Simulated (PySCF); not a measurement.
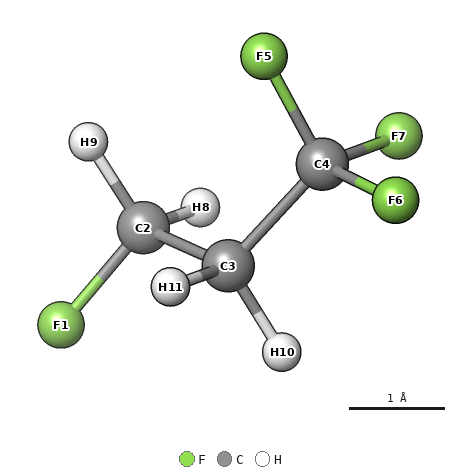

**Figure 1.** The input geometry (ball-and-stick view, seen at a tilt; atoms are numbered from 1 in the order of the input).

C$_{3}$H$_{4}$F$_{4}$: NMR shielding calculation

System: C$_{3}$H$_{4}$F$_{4}$, SMILES FCCC(F)(F)F.
Method: GIAO PBE0/pcSseg-1 NMR shielding, non-relativistic, gas phase (PySCF 2.14.0).

The geometry comes from this level: PBE0-D3(BJ)/def2-SVP. Figures and captions count atoms from 1; the log counts them from 0 in places.

### What the program printed
```
coarse grid: 10088 points
cycle   1  E = -515.3411990429  dE =  9.990e-01  |g| = 9.435e-01  |ddm| = 2.742e+00
cycle   2  E = -515.1993886410  dE =  1.418e-01  |g| = 1.387e+00  |ddm| = 1.190e+00
cycle   3  E = -515.4861360095  dE = -2.867e-01  |g| = 6.278e-02  |ddm| = 7.369e-01
cycle   4  E = -515.4866883845  dE = -5.524e-04  |g| = 3.554e-02  |ddm| = 6.032e-02
cycle   5  E = -515.4869569375  dE = -2.686e-04  |g| = 5.435e-03  |ddm| = 2.667e-02
cycle   6  E = -515.4869610606  dE = -4.123e-06  |g| = 2.198e-03  |ddm| = 3.512e-03
final grid: 101528 points
cycle   7  E = -515.5542209482  dE = -4.592e-05  |g| = 8.438e-03  |ddm| = 1.938e-02
cycle   8  E = -515.5542093541  dE =  1.159e-05  |g| = 1.219e-02  |ddm| = 1.223e-02
cycle   9  E = -515.5542344251  dE = -2.507e-05  |g| = 6.982e-04  |ddm| = 6.902e-03
cycle  10  E = -515.5542345143  dE = -8.914e-08  |g| = 2.123e-04  |ddm| = 6.711e-04
cycle  11  E = -515.5542345222  dE = -7.916e-09  |g| = 4.584e-05  |ddm| = 1.622e-04
cycle  12  E = -515.5542345225  dE = -3.228e-10  |g| = 1.431e-05  |ddm| = 3.534e-05
```

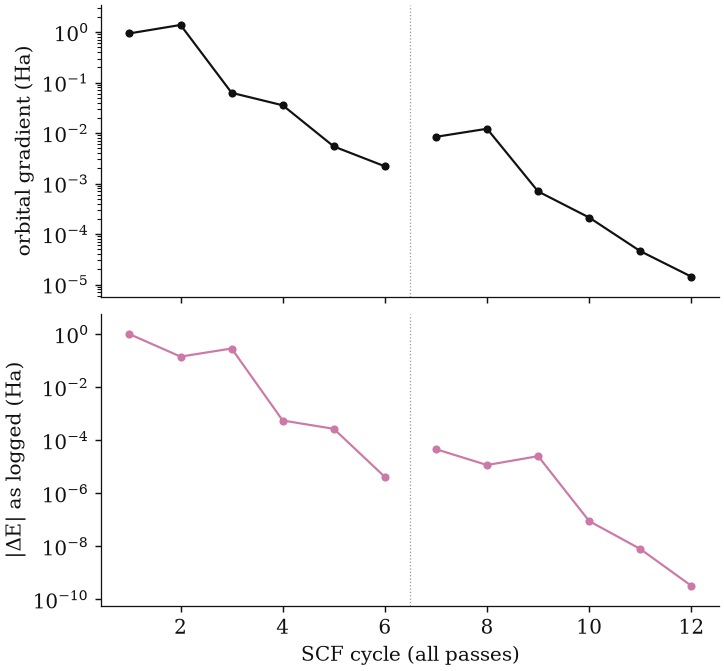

**Figure 2.** Convergence of the self-consistent field: orbital gradient and size of the energy change against the SCF cycle. The dotted line marks the change from a coarse to the final integration grid. The first 6 cycles use a coarse grid, the final grid takes over at cycle 7, and the field converges after 12 cycles in all.

```
converged SCF energy = -515.5542345225

GIAO shielding tensors (ppm)
atom      isotropic    diamagn.    paramagn.     s11        s22        s33       span
  0 F      428.914     469.698     -40.784    397.040    425.464    464.238     67.198
  1 C      106.406     242.976    -136.570     70.371     81.894    166.951     96.580
  2 C      146.881     251.031    -104.150    125.037    144.179    171.426     46.390
  3 C       54.526     242.030    -187.504     53.149     53.728     56.701      3.552
  4 F      261.099     474.246    -213.146    169.882    272.062    341.354    171.472
  5 F      251.140     471.472    -220.332    164.575    249.417    339.428    174.854
  6 F      260.993     474.240    -213.246    169.769    271.891    341.320    171.551
  7 H       26.687      28.507      -1.820     22.065     28.300     29.697      7.632
  8 H       26.681      28.500      -1.819     22.055     28.294     29.694      7.639
  9 H       28.968      29.564      -0.596     25.634     28.462     32.808      7.174
 10 H       28.969      29.564      -0.595     25.625     28.464     32.817      7.192
```

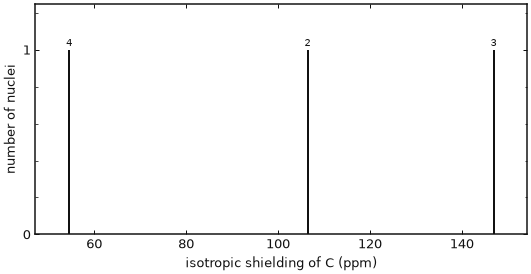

**Figure 3.** Isotropic shieldings of the carbon nuclei in this fixed geometry, labelled by atom number; shielding grows to the right, so chemical shift grows to the left. The least shielded is C4 (54.5 ppm), the most shielded C3 (146.9 ppm).

The run was set up as follows.

### The input
```
{"job": {"xc": "PBE0", "basis": "pcSseg-1", "kind": "nmr", "pop": true}, "charge": 0, "multiplicity": 1}
F     -2.408185    -0.032236    -0.323264
C     -1.225329     0.258605     0.299795
C     -0.082292    -0.301674    -0.521545
C      1.264698    -0.027724     0.089704
F      1.365972    -0.561118     1.314067
F      2.249867    -0.534029    -0.652513
F      1.487087     1.286954     0.215187
H     -1.130724     1.352084     0.400845
H     -1.231508    -0.184709     1.309219
H     -0.092457     0.137278    -1.529758
H     -0.191705    -1.390761    -0.627700
```

The first line tells a small driver script what to run in PySCF; the rest is the geometry in Å.

Launched with:
```bash
OMP_NUM_THREADS=1 python <driver script> task.json out
```

### Key numbers

- outcome: converged
- total energy: −515.554235 hartree
- HOMO: −9.92 eV
- LUMO: 1.56 eV
- dipole moment: 0.37 D
- isotropic shielding, F: 251.1 to 428.9 ppm
- isotropic shielding, C: 54.5 to 146.9 ppm
- isotropic shielding, H: 26.7 to 29.0 ppm
- hardware: 1 CPU thread, shared host
- wall time: 10 s
- peak memory: 0.72 GiB
